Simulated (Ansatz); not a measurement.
**Profile along the Ga–Ga line in Ga (space group Cmce)**

Ga (space group Cmce)

Space group Cmce (No. 64); a = 4.5746 Å, b = 7.7399 Å, c = 4.5877 Å, α = β = γ = 90.00°

```json
[
 {"atom": "Ga", "site": "8f", "symmetry": "m..", "x": "0.0000", "y": "0.1563", "z": "0.0823"}
]
```
(The calculation used a cell of 4 atoms; values per cell refer to that cell.)

Fields along a shortest Ga–Ga line of a (010) plane (2.76 Å), from Ga to Ga, interpolated on the slice's grid (step about 0.2 Å). Method: PBE (plane waves to 420 eV, PAW, scalar-relativistic; Ansatz, a quantum-chemistry and plane-wave program). k mesh 12×12×10. Near the nuclei the fields are pseudised (PAW); where an atom keeps semicore shells as valence, they peak there. Ga was relaxed with its symmetry unable to fall.

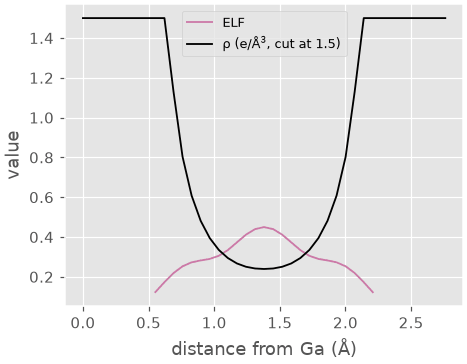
Figure: ELF (away from the nuclei) and valence density from Ga to Ga.

Density on the Ga–Ga line (2.76 Å) at its midpoint: 0.24 e/Å³. ELF at that point: 0.45.
